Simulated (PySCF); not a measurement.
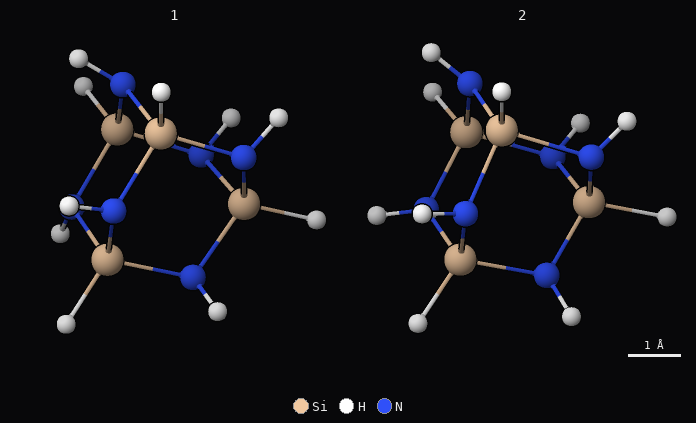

Two geometries of Si$_{4}$N$_{6}$H$_{10}$, drawn at one scale. One is the start of a relaxation, the other its converged end. A ball-and-stick model, seen at a tilt.

These are results of PySCF, PBE0-D3(BJ)/def2-SVP geometry optimisation, gas phase, not measurements. 

### Which geometry has the lower energy?

Structure 1 is the relaxed one. The start comes from GFN2-xTB. Its atoms were then displaced at random by about 0.03 Å. An H atom moves most after the best rigid fit: 0.87 Å. By element the largest moves are H 0.87 Å, Si 0.19 Å, N 0.17 Å. Among the contacts that change: N–Si 1.642 → 1.766 Å, N–Si 1.641 → 1.747 Å, N–Si 1.665 → 1.754 Å, N–Si 1.835 → 1.749 Å. Bond angles that change, for instance: N–Si–N 117.7° → 108.7°, Si–N–H 119.6° → 111.4°, N–Si–N 98.5° → 106.3°. After 23 geometry steps the energy has fallen by 30.2 kcal/mol.
